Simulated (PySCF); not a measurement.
Input

```
{"job": {"kind": "nmr", "xc": "PBE0", "basis": "pcSseg-1", "pop": false}, "charge": 0, "multiplicity": 1}
C     -1.012600     0.185000     0.471200
Si     0.944500    -0.035800    -0.231500
H     -1.552000     0.325300    -0.539300
H     -1.262600     1.132800     1.111500
H     -1.362400    -0.583200     1.090400
H      1.706100     0.965400     0.340200
H      0.742400     0.130300    -1.666600
H      1.322200    -1.477400     0.044000
```

Run with:

```sh
OMP_NUM_THREADS=1 python probes_run.py task.json out
```

Geometry: GFN2-xTB, MD frame at 250 fs, 600 K.

Level of theory: PySCF 2.14.0, PBE0/pcSseg-1, SCF density, gas phase, non-relativistic.

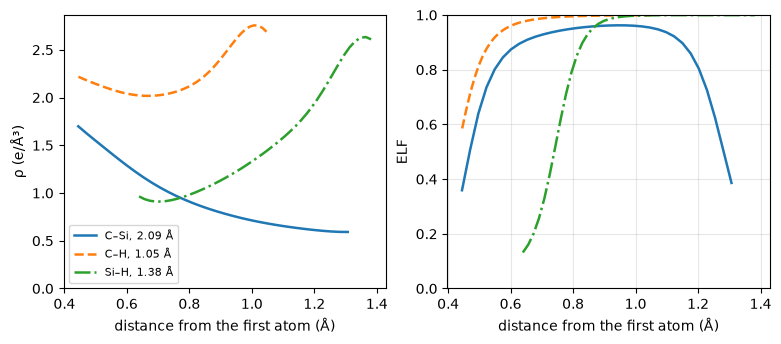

CH₆Si (SMILES C[SiH3]). Electron density and ELF along straight lines between neighbouring atoms. The curves leave out the atomic cores.

### What can be read from the curves?

C–Si (2.09 Å): ρ is about 0.68 e/Å³ halfway; the ELF peaks at about 0.95 between the atoms: localised, covalent bonding.
C–H (1.05 Å): ρ is about 2.1 e/Å³ halfway; the ELF climbs to about 1 towards the hydrogen, as it does in any bond to H: an ordinary covalent bond to hydrogen.
Si–H (1.38 Å): ρ is about 0.91 e/Å³ halfway; the ELF climbs to about 1 towards the hydrogen.
